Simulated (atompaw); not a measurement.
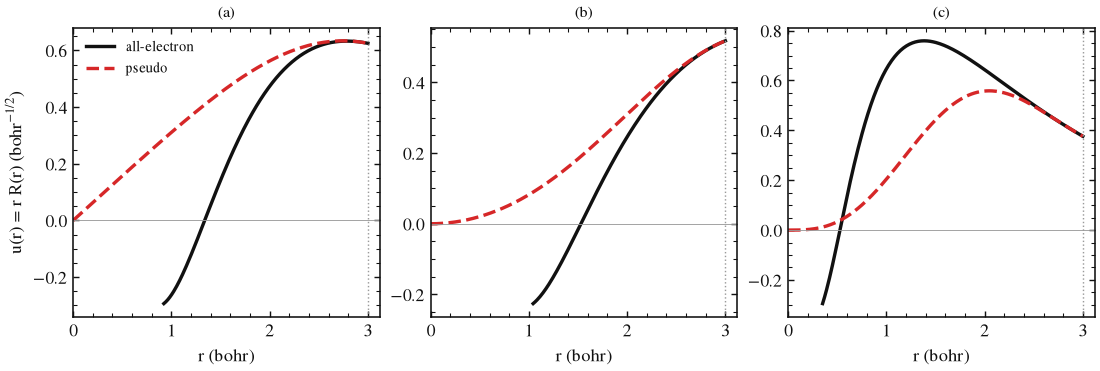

All-electron valence functions (solid) with their pseudo partners (dashed). Dotted lines mark the matching radii. The all-electron curves start outside the innermost oscillations, which aren't drawn.

atompaw 4.2.0.5, PBEsol, scalar-relativistic. The levels are (a) -9.80 eV, (b) -5.81 eV, (c) -10.41 eV.

Identify the atom and the shell in each panel.

Molybdenum (Mo), core [Kr], valence 4d5 5s0 5p0 (charge +1): (a) 5s, (b) 5p, (c) 4d.

Are the pseudo-waves norm-conserving?

No. It is a PAW set: the norm inside the radius is free, and the augmentation charge carries the difference.

The potential isn't sound: its ghost test gives ghost states below the valence levels: s at -232.4 eV, p at -27.2 eV.
